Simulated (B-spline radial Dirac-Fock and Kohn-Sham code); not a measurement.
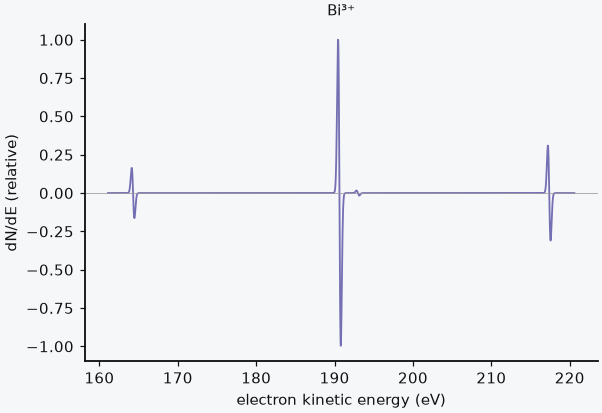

The Auger multiplet of an N4 hole with both final holes in O23, broadened by 0.40 eV full width and differentiated. Kinetic energies count from the vacuum level; very weak lines are left out. Lines are named by their largest jj component, which in light atoms can differ from the customary names. System: the ion Bi³⁺ in the configuration [Xe] 4f14 5d9 6s2 6p1, which is not the ground configuration. The calculation used Dirac–Fock ΔSCF energies in intermediate coupling of the two holes, Coulomb rates, valence shells as spectators (a B-spline radial atomic code).

Q: How wide is the N4 level from this decay?

A: 0.0234 eV from this multiplet.

Q: Which line is strongest?

A: N4-O2O3 J=2 at 190.6 eV, 67 % of the multiplet.
